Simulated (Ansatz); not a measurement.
# Nickel, hcp: r²SCAN0 at the r²SCAN geometry

Aim: see what exact exchange does to the levels, and what it costs. Spin polarisation is left out, though the real metal is magnetic, so these are not its levels. The cell comes from an earlier r²SCAN relaxation. Exact exchange is dear, so the k-mesh is coarse, and r²SCAN is run on the same mesh for comparison.

Computed with Ansatz 0.2.0 (DFT, plane waves (500 eV) with PBE-made PAW files, scalar-relativistic; functionals as named at each step, unless a step says otherwise).

### 1 Starting point

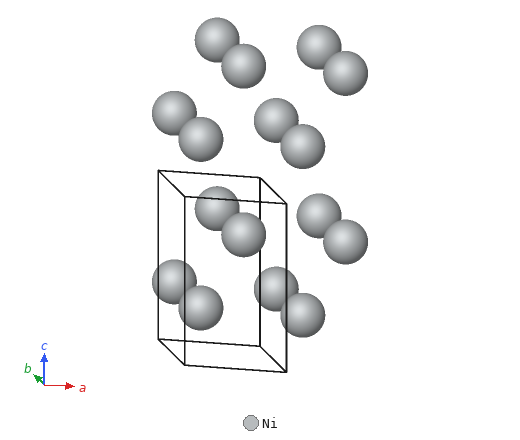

Start, viewed slightly off an axis; nickel light grey. 2×2×2 cells are drawn. Any atoms on the faces are drawn again on the opposite ones.

Coordinates:

```
Ni
1.0
     2.44585    0.00000    0.00000
    -1.22292    2.11817    0.00000
     0.00000    0.00000    4.03435
Ni
2
Direct
  0.33333 0.66667 0.25000
  0.66667 0.33333 0.75000
```

### 2 r²SCAN on the coarse mesh

The run with r²SCAN.

input.yaml

```yaml
crystal:
  lattice:
    - [2.4458476567, 0.0, 0.0]
    - [-1.2229238284, 2.1181662045, 0.0]
    - [0.0, 0.0, 4.034346972]
  atoms:
    - { symbol: Ni, position: [0.3333333333, 0.6666666667, 0.25] }
    - { symbol: Ni, position: [0.6666666667, 0.3333333333, 0.75] }
hamiltonian:
  xc: r2scan
  pseudopotentials:
    kind: paw
    azcp:
      Ni: "pseudopotentials/Ni.paw.azcp"
basis:
  ecutwfc: 500
  fft_grid_basis: typed
kpoints:
  mp_grid: { grid: [8, 8, 4], shift: [0, 0, 0] }
magnetization:
  spin_polarized: false
scf:
  occupations: { method: fermi_dirac, width: 0.1 }
```

Run with:

```bash
$ ansatz run input.yaml --threads 4 --pin off --max-ram 8192MiB --backend cpu --events-out ev --progress --plain --runs-dir out
```

The log of the run:

```text
Warning: RAYON_NUM_THREADS=4 ignored (pool sized by the plan → 4); use --threads N
Engine: ansatz 0.2.0, aarch64-unknown-linux-gnu
Pseudopotentials: kind: paw
Pseudopotential: Ni, paw, valence charge 18, recommended cutoff 500 eV (meta_gga), <dir>
Functional definition: r2SCAN
  parameter k0 = 0.174
  parameter k1 = 0.065
  parameter a1 = 4.9479
  exchange = r2scan_x(k0 = k0, k1 = k1, a1 = a1)
  correlation = r2scan_c
Crystal: 2 atoms, lattice volume = 20.901 Å³
Basis set: ecut = 500 eV, 549 PW (Γ), exchange–correlation on 72×72×120 points (64 copies of the dense FFT grid, shifted against one another)
Bands: 22, of which v1, the nominal top of the filled ones, is band 18 counted from 1 (17 counted from 0)
Symmetry: 24 space group operations
Space group: P63/mmc (ITA 194), of the structure as read, at distance tolerance 2.8e-5 Å
k-points: 30 of 256
Non-local potential: Ni, projectors of the file, l = 0: 3, l = 1: 2, l = 2: 3, l = 3: 1
PAW form: soft (Blöchl's): semilocal exchange-correlation on the pseudo side does not see the compensation charge
PAW frozen core: Ni, regenerated for the run's functional (the file was generated under x = pbe(κ = 0.804, μ = 0.2195149727645171), c = pbe(β = 0.06672455060314922))
PAW one-centre angular grid: Ni, 590 points (default); XC on 160 Gauss nodes
Initial density: superposition of atomic densities (neutral atoms: chi_scale 0, normalization atom), corrected by the library's trained network
Initial wavefunctions: pseudopotential atomic-orbital guess
Functional: x = r2scan, c = r2scan; τ floored in thin density (d = 2e-4 eV/Å³)
SCF iter   1: F=—  HF=-11690.252152 eV  |F-HF|=—  |Δ(HF+E_count)|=         —  Δρ=1.94e-2  dr2=4.28e-2  dr2_τ=6.38e-2  ethr=1.77e-3  ⟨swp⟩=5.2  Hψ=2516  notcnv=0
preconditioner: auto → none  [metal: Δε(μ)=0.011 eV  Ē_g=9.356 eV  σ=0.100 eV  W_gap=0.03  n_scr=8 (ndim 8)  ℏωp=36.3 eV  f_vac=0.000  D(μ)=6.09/eV (n_scr^D=134)  sad-step TF]
SCF iter   2: F=—  HF=-11690.360198 eV  |F-HF|=—  |Δ(HF+E_count)|=   1.08e-1  Δρ=8.26e-3  dr2=9.43e-3  dr2_τ=8.23e-4  ethr=1.19e-4  ⟨swp⟩=2.1  Hψ=1544  notcnv=0
SCF iter   3: F=—  HF=-11690.358547 eV  |F-HF|=—  |Δ(HF+E_count)|=   1.65e-3  Δρ=2.60e-3  dr2=7.26e-4  dr2_τ=3.96e-5  ethr=2.62e-5  ⟨swp⟩=2.2  Hψ=966  notcnv=0
SCF iter   4: F=—  HF=-11690.358880 eV  |F-HF|=—  |Δ(HF+E_count)|=   3.34e-4  Δρ=4.35e-3  dr2=2.10e-3  dr2_τ=5.10e-6  ethr=2.02e-6  ⟨swp⟩=2.1  Hψ=1233  notcnv=0
SCF iter   5: F=—  HF=-11690.358773 eV  |F-HF|=—  |Δ(HF+E_count)|=   1.08e-4  Δρ=1.63e-3  dr2=3.07e-4  dr2_τ=2.07e-6  ethr=2.02e-6  ⟨swp⟩=2.2  Hψ=1157  notcnv=0
SCF iter   6: F=—  HF=-11690.358735 eV  |F-HF|=—  |Δ(HF+E_count)|=   3.75e-5  Δρ=6.14e-4  dr2=4.29e-5  dr2_τ=6.02e-7  ethr=8.54e-7  ⟨swp⟩=1.2  Hψ=688  notcnv=0
SCF iter   7: F=—  HF=-11690.358735 eV  |F-HF|=—  |Δ(HF+E_count)|=   1.93e-7  Δρ=1.64e-4  dr2=3.20e-6  dr2_τ=5.85e-9  ethr=1.19e-7  ⟨swp⟩=2.1  Hψ=944  notcnv=0
SCF iter   8: F=—  HF=-11690.358735 eV  |F-HF|=—  |Δ(HF+E_count)|=   3.54e-7  Δρ=5.70e-5  dr2=3.87e-7  dr2_τ=3.78e-9  ethr=8.88e-9  ⟨swp⟩=2.0  Hψ=897  notcnv=0
SCF iter   9: F=-11690.358735 eV  HF=-11690.358735 eV  |F-HF|=1.40e-8  |Δ(HF+E_count)|=   5.37e-8  Δρ=1.28e-5  dr2=1.99e-8  dr2_τ=1.37e-10  ethr=2.78e-10  ⟨swp⟩=3.4  Hψ=1912  notcnv=0
SCF 1 converged in 9 iterations: F = -11690.358735 eV  dr2 = 1.99e-8
SCF converged after 9 iterations
Free energy (F): -11690.358735 eV
Harris-Foulkes:  -11690.358735 eV  (|F-HF|=1.40e-8)
Internal energy: -11690.170120 eV  (E = F + TS)
E sigma→0 (E₀):  -11690.264428 eV
Entropy (-TS):   -0.188615 eV (-94.307 meV/atom)
Fermi energy:    18.700107 eV
--- Per-component energies (eV) ---
  E_band       = -587.134601
  E_kinetic    = 565.890000
  E_local      = -6759.393608  (includes V_loc(G=0)·N_el)
  E_nonlocal   = 1282.171716
  E_hartree    = 2832.137868
  E_xc         = -157.854581
  E_vxc        = -234.295745  (∫ρ·V_xc dr)
  E_paw        = -3289.352646  (= ΣΔE_a)
  E_vpaw       = -1123.136932  (= ΣTr[D̂ρ^β])
  E_aug_tail   = 0.000486  (compensation charges beyond the density's cutoff)
  E_vtau       = 17.338475  (kinetic-family band-sum trace: ∫τ·v_τ [+ j·A + Jᵃ·Aᵃ] dr)
  E_ewald      = -6163.169217
  E_core_change = -0.600137  (= ΣΔE_core)
  E_smearing   = -0.188615  (= −TS)
  E_closure    = -0.000000  (closes the sum)
  Σ components = -11690.358735   (vs F -11690.358735, Δ=0.00e0)
```

Run time: 0.75 s. Hardware: 4 threads of Arm Neoverse V1, shared host; peak memory 0.3 GiB.

### 3 r²SCAN0, coarse mesh

The run with r²SCAN0.

input.yaml, as its differences from that of step 2:

```diff
@@ -9,3 +9,3 @@
 hamiltonian:
-  xc: r2scan
+  xc: r2scan0
   pseudopotentials:
```

Run with:

```bash
$ ansatz run input.yaml --threads 4 --pin off --max-ram 8192MiB --backend cpu --events-out ev --progress --plain --runs-dir out
```

The log of the run:

```text
Warning: RAYON_NUM_THREADS=4 ignored (pool sized by the plan → 4); use --threads N
[... 3 set-up lines as earlier in the session ...]
Functional definition: r2SCAN0
  parameter a = 0.25
[... 3 set-up lines as earlier in the session ...]
  exchange = (1 - a)*r2scan_x(k0 = k0, k1 = k1, a1 = a1) + a*exact_x
[... 1 set-up line as earlier in the session ...]
Crystal: 2 atoms, lattice volume = 20.901 Å³
Basis set: ecut = 500 eV, 549 PW (Γ), exchange–correlation on 72×72×120 points (64 copies of the dense FFT grid, shifted against one another)
Bands: 22, of which v1, the nominal top of the filled ones, is band 18 counted from 1 (17 counted from 0)
[... 2 set-up lines as earlier in the session ...]
k-points: 30 of 256
[... 2 set-up lines as earlier in the session ...]
PAW frozen core: Ni, regenerated for the run's functional, and the local potential with it (the file was generated under x = pbe(κ = 0.804, μ = 0.2195149727645171), c = pbe(β = 0.06672455060314922))
[... 3 set-up lines as earlier in the session ...]
Functional: x = r2scan, c = r2scan; τ floored in thin density (d = 2e-4 eV/Å³), warm-up for x = 0.75 r2scan + 0.25 exact, c = r2scan; τ floored in thin density (d = 2e-4 eV/Å³)
SCF iter   1: F=—  HF=-11690.251594 eV  |F-HF|=—  |Δ(HF+E_count)|=         —  Δρ=1.86e-2  dr2=3.93e-2  dr2_τ=6.42e-2  ethr=1.77e-3  ⟨swp⟩=6.5  Hψ=2969  notcnv=0
preconditioner: auto → none  [metal: Δε(μ)=0.010 eV  Ē_g=9.356 eV  σ=0.100 eV  W_gap=0.03  n_scr=8 (ndim 8)  ℏωp=36.3 eV  f_vac=0.000  D(μ)=6.09/eV (n_scr^D=134)  sad-step TF]
SCF iter   2: F=—  HF=-11690.360982 eV  |F-HF|=—  |Δ(HF+E_count)|=   1.09e-1  Δρ=9.05e-3  dr2=1.12e-2  dr2_τ=7.55e-4  ethr=1.09e-4  ⟨swp⟩=3.2  Hψ=1631  notcnv=0  defer=3
iter 3 solved again at ethr=2.35e-7 eV; its pass at ethr=3.12e-5 eV (dr2=8.45e-5 eV) is discarded
SCF iter   3: F=—  HF=-11690.358889 eV  |F-HF|=—  |Δ(HF+E_count)|=   2.09e-3  Δρ=1.33e-3  dr2=7.64e-5  dr2_τ=5.47e-5  ethr=2.35e-7  ⟨swp⟩=4.5  Hψ=3482  notcnv=0
eigensolver tolerance schedule: the retry pair's looser diagonalisation over-reported the residual by 0.11 of it (diagonalisation noise at 0.11 of the residual, at the tolerance the schedule requests for it); recorded, not acted on — ethr = c·dr2/N_el stays at c = 1.0e-1
SCF iter   4: F=—  HF=-11690.359485 eV  |F-HF|=—  |Δ(HF+E_count)|=   5.95e-4  Δρ=3.33e-3  dr2=1.21e-3  dr2_τ=2.99e-6  ethr=2.12e-7  ⟨swp⟩=4.5  Hψ=2138  notcnv=0
SCF iter   5: F=—  HF=-11690.359510 eV  |F-HF|=—  |Δ(HF+E_count)|=   2.50e-5  Δρ=2.12e-3  dr2=5.15e-4  dr2_τ=2.47e-6  ethr=2.12e-7  ⟨swp⟩=4.6  Hψ=2144  notcnv=0
SCF iter   6: F=—  HF=-11690.359444 eV  |F-HF|=—  |Δ(HF+E_count)|=   6.59e-5  Δρ=8.56e-4  dr2=8.32e-5  dr2_τ=1.51e-6  ethr=2.12e-7  ⟨swp⟩=3.6  Hψ=1588  notcnv=0
SCF iter   7: F=—  HF=-11690.359436 eV  |F-HF|=—  |Δ(HF+E_count)|=   7.60e-6  Δρ=5.21e-5  dr2=2.84e-7  dr2_τ=1.46e-8  ethr=2.12e-7  ⟨swp⟩=3.1  Hψ=1383  notcnv=0
SCF iter   8: F=—  HF=-11690.359437 eV  |F-HF|=—  |Δ(HF+E_count)|=   1.04e-6  Δρ=1.00e-4  dr2=1.25e-6  dr2_τ=1.17e-8  ethr=7.90e-10  ⟨swp⟩=5.0  Hψ=2303  notcnv=0
SCF iter   9: F=—  HF=-11690.359437 eV  |F-HF|=—  |Δ(HF+E_count)|=   1.56e-7  Δρ=4.40e-5  dr2=2.35e-7  dr2_τ=1.45e-9  ethr=7.90e-10  ⟨swp⟩=3.0  Hψ=1315  notcnv=0
[... 1 line left out ...]
SCF 1 converged in 10 iterations: F = -11690.359437 eV  dr2 = 3.90e-11
Initial density: handed on by an earlier stage of this run
Initial wavefunctions: those handed on with the density
Functional: x = 0.75 r2scan + 0.25 exact, c = r2scan; τ floored in thin density (d = 2e-4 eV/Å³)
Frozen-core exchange: fock
[... 2 lines left out ...]
preconditioner: auto → none  [metal: Δε(μ)=0.037 eV  Ē_g=11.444 eV  σ=0.100 eV  W_gap=0.09  n_scr=8 (ndim 8)  ℏωp=36.3 eV  f_vac=0.000  D(μ)=2.63/eV (n_scr^D=36)]
[... 7 lines left out ...]
SCF 2 converged in 8 iterations: F = -11683.167200 eV  dr2 = 8.95e-9
hybrid outer 1: dexx = +7.931e-2 eV, tail = 1.35e-1 eV
Frozen-core exchange: fock
[... 1 line left out ...]
preconditioner: auto → none  [metal: Δε(μ)=0.039 eV  Ē_g=11.414 eV  σ=0.100 eV  W_gap=0.10  n_scr=8 (ndim 8)  ℏωp=36.3 eV  f_vac=0.000  D(μ)=1.92/eV (n_scr^D=22)]
[... 4 lines left out ...]
SCF 3 converged in 4 iterations: F = -11683.268290 eV  dr2 = 7.72e-8
hybrid outer 2: dexx = +6.621e-3 eV, tail = 1.17e-2 eV, Δε = 4.38e-1 eV (about 2.58e-1 eV left of the loop's levels)
Frozen-core exchange: fock
[... 1 line left out ...]
preconditioner: auto → none  [metal: Δε(μ)=0.053 eV  Ē_g=11.408 eV  σ=0.100 eV  W_gap=0.13  n_scr=8 (ndim 8)  ℏωp=36.3 eV  f_vac=0.000  D(μ)=1.77/eV (n_scr^D=22)]
[... 10 lines left out ...]
SCF 4 stopped early in 10 iterations: F = -11683.289237 eV  dr2 = 2.65e-4
hybrid outer 3: dexx = +4.550e-2 eV, tail = inf eV, Δε = 4.54e-1 eV (about 1.37e-1 eV left of the loop's levels)
Frozen-core exchange: fock
[... 1 line left out ...]
preconditioner: auto → none  [metal: Δε(μ)=0.184 eV  Ē_g=11.375 eV  σ=0.100 eV  W_gap=0.42  n_scr=8 (ndim 8)  ℏωp=36.3 eV  f_vac=0.000  D(μ)=1.07/eV (n_scr^D=8)]
[... 33 lines left out ...]
SCF 5 stopped early in 32 iterations: F = -11683.302405 eV  dr2 = 4.76e-4
hybrid outer 4: dexx = +8.109e-2 eV, tail = inf eV, Δε = 6.64e-1 eV (about 2.64e0 eV left of the loop's levels)
Frozen-core exchange: fock
[... 1 line left out ...]
preconditioner: auto → none  [insulator: Δε(μ)=0.283 eV  Ē_g=11.330 eV  σ=0.100 eV  W_gap=0.56  n_scr=8 (ndim 8)  ℏωp=36.3 eV  f_vac=0.000  D(μ)=0.73/eV (n_scr^D=2)]
[... 13 lines left out ...]
Mixer restart at iter 13: flushing history
SCF iter  14: F=—  HF=-11683.305136 eV  |F-HF|=—  |Δ(HF+E_count)|=   1.01e-5  Δρ=5.78e-5  dr2=1.74e-6  dr2_τ=3.04e-9  ethr=1.71e-10  ⟨swp⟩=4.2  Hψ=1876  notcnv=0
SCF iter  15: F=—  HF=-11683.305140 eV  |F-HF|=—  |Δ(HF+E_count)|=   3.70e-6  Δρ=3.53e-5  dr2=7.86e-7  dr2_τ=7.77e-10  ethr=1.71e-10  ⟨swp⟩=3.7  Hψ=1564  notcnv=0
SCF iter  16: F=—  HF=-11683.305143 eV  |F-HF|=—  |Δ(HF+E_count)|=   2.53e-6  Δρ=8.09e-5  dr2=8.05e-7  dr2_τ=2.77e-9  ethr=1.58e-10  ⟨swp⟩=4.4  Hψ=2293  notcnv=0
SCF iter  17: F=—  HF=-11683.305142 eV  |F-HF|=—  |Δ(HF+E_count)|=   1.14e-7  Δρ=1.46e-5  dr2=5.69e-8  dr2_τ=2.03e-10  ethr=1.58e-10  ⟨swp⟩=4.1  Hψ=2162  notcnv=0
SCF iter  18: F=—  HF=-11683.305143 eV  |F-HF|=—  |Δ(HF+E_count)|=   7.93e-8  Δρ=8.10e-6  dr2=1.80e-8  dr2_τ=6.40e-11  ethr=4.79e-11  ⟨swp⟩=3.0  Hψ=1334  notcnv=0
SCF iter  19: F=—  HF=-11683.305143 eV  |F-HF|=—  |Δ(HF+E_count)|=   3.36e-8  Δρ=5.17e-6  dr2=5.82e-9  dr2_τ=1.14e-11  ethr=5.93e-12  ⟨swp⟩=3.6  Hψ=1723  notcnv=0
SCF iter  20: F=-11683.305143 eV  HF=-11683.305143 eV  |F-HF|=1.40e-10  |Δ(HF+E_count)|=   1.06e-8  Δρ=1.10e-6  dr2=9.01e-10  dr2_τ=1.90e-12  ethr=2.30e-12  ⟨swp⟩=4.1  Hψ=2200  notcnv=0
SCF 6 converged in 20 iterations: F = -11683.305143 eV  dr2 = 9.01e-10
hybrid outer 5: dexx = +8.252e-3 eV, tail = inf eV, Δε = 3.68e-1 eV (about 2.49e-1 eV left of the loop's levels)
Frozen-core exchange: fock
SCF iter   1: F=—  HF=-11683.305148 eV  |F-HF|=—  |Δ(HF+E_count)|=         —  Δρ=1.20e-5  dr2=3.06e-8  dr2_τ=1.98e-9  ethr=3.25e-8  ⟨swp⟩=2.9  Hψ=1372  notcnv=0
preconditioner: auto → none  [insulator: Δε(μ)=0.356 eV  Ē_g=11.374 eV  σ=0.100 eV  W_gap=0.69  n_scr=8 (ndim 8)  ℏωp=36.3 eV  f_vac=0.000  D(μ)=0.71/eV (n_scr^D=2)]
SCF iter   2: F=-11683.305148 eV  HF=-11683.305148 eV  |F-HF|=5.38e-9  |Δ(HF+E_count)|=   1.17e-7  Δρ=8.46e-6  dr2=1.71e-8  dr2_τ=3.24e-10  ethr=3.16e-11  ⟨swp⟩=4.8  Hψ=2513  notcnv=0
SCF 7 converged in 2 iterations: F = -11683.305148 eV  dr2 = 1.71e-8
hybrid outer 6: dexx = +5.041e-8 eV, tail = 1.47e-7 eV, Δε = 1.16e-3 eV (about 1.30e-3 eV left of the loop's levels)
hybrid SCF converged: 6 outer / 76 inner (+10 warm-up), last move |dexx| = 5.04e-8 eV, tail = 1.47e-7 eV
Stability not checked: this state was not tested for a lower state beside it, because the functional holds exact exchange (a hybrid, or Hartree-Fock), whose exchange loop this test does not read (fock_operator; see scf.lower_state_search)
Free energy (F): -11683.305148 eV
Frozen-core exchange: fock
Harris-Foulkes:  -11683.305148 eV  (|F-HF|=5.38e-9)
Internal energy: -11683.276124 eV  (E = F + TS)
E sigma→0 (E₀):  -11683.290636 eV
Entropy (-TS):   -0.029024 eV (-14.512 meV/atom)
Fermi energy:    17.889410 eV
--- Per-component energies (eV) ---
  E_band       = -689.561972
  E_kinetic    = 571.824577
  E_local      = -6796.113215  (includes V_loc(G=0)·N_el)
  E_nonlocal   = 1298.603830
  E_hartree    = 2861.838230
  E_xc         = -122.445901
  E_vxc        = -179.492169  (∫ρ·V_xc dr)
  E_exx        = -205.832661  (= α·E_x^exact, valence–valence)
  E_paw        = -3127.128023  (= ΣΔE_a)
  E_vpaw       = -908.838519  (= ΣTr[D̂ρ^β])
  E_aug_tail   = 0.000489  (compensation charges beyond the density's cutoff)
  E_vtau       = 12.436592  (kinetic-family band-sum trace: ∫τ·v_τ [+ j·A + Jᵃ·Aᵃ] dr)
  E_ewald      = -6163.169217
  E_core_change = -0.854233  (= ΣΔE_core)
  E_smearing   = -0.029024  (= −TS)
  E_closure    = -0.000000  (closes the sum)
  Σ components = -11683.305148   (vs F -11683.305148, Δ=0.00e0)
--- Band table (eV; the first three rows and the last of 30) ---
  k-point 0: bands = ["-93.2985", "-93.2522", "-51.1793", "-50.9312", "-50.9312", "-50.8809", "-50.8809", "-50.8708", "7.6407", "12.2242", "14.9939", "14.9939", "15.1775", "15.3603", "15.3603", "15.5025", "15.5025", "16.8538", "16.8538", "18.4441", "26.4015"]
  k-point 1: bands = ["-93.2918", "-93.2591", "-51.1331", "-50.9244", "-50.9244", "-50.9155", "-50.8886", "-50.8886", "8.3545", "11.9078", "14.8622", "14.8622", "15.0250", "15.1885", "15.1885", "15.8764", "15.8764", "16.1800", "16.7953", "16.7953", "29.5775"]
  k-point 2: bands = ["-93.2755", "-93.2755", "-51.0234", "-51.0234", "-50.9065", "-50.9065", "-50.9065", "-50.9065", "10.2359", "10.2359", "14.8970", "14.8970", "14.9164", "14.9164", "14.9164", "14.9164", "16.4280", "16.4280", "16.4280", "16.4280", "35.4813"]
  k-point 29: bands = ["-93.2381", "-93.2381", "-51.1481", "-51.1481", "-51.0628", "-51.0628", "-50.9466", "-50.9466", "13.0611", "13.0611", "13.9326", "13.9326", "14.6166", "14.6166", "15.8305", "15.8305", "17.6136", "17.6136", "24.5617", "24.5617", "27.9366"]
  guard bands above this table: 1 of the run's 22 bands, where the rule asks 2: the bands that hold charge and the lowest empty level above them stay in the table. The solve was not asked for them (output.publish_guard_bands: true or output.eigenvalues: true publishes all)
```

Run time: 17 s. Hardware: 4 threads of Arm Neoverse V1, shared host; peak memory 1.1 GiB.

### 4 The functionals compared

| functional | gap on the mesh | Fermi energy (eV) | SCF cycles | exchange loops | CPU time |
| --- | --- | --- | --- | --- | --- |
| r²SCAN | none (levels filled in part) | 18.700 | 9 | - | 2.2 s |
| r²SCAN0 | none (levels filled in part) | 17.889 | 86 | 6 | 62 s |

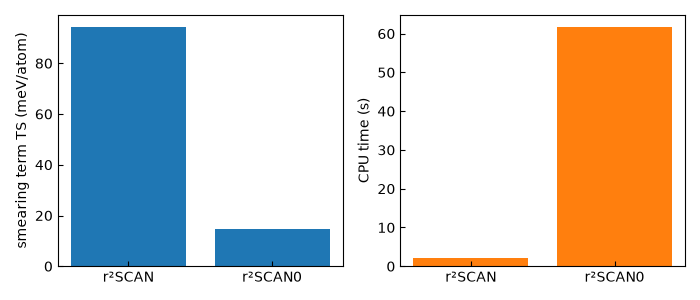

Smearing term and CPU time by functional.

### 5 Results

| quantity | value |
| --- | --- |
| r²SCAN: gap | none (levels filled in part) |
| r²SCAN0: gap | none (levels filled in part) |
| r²SCAN0: SCF cycles, exchange loops | 86, 6 |
| r²SCAN0: CPU time over that of r²SCAN | 28 |

Neither r²SCAN nor r²SCAN0 shows a clean gap on this mesh. r²SCAN0 cost 28 times the CPU time of r²SCAN. r²SCAN0 needed 6 outer loops of the exchange operator. The total energies in the logs cannot be compared from one functional to another.
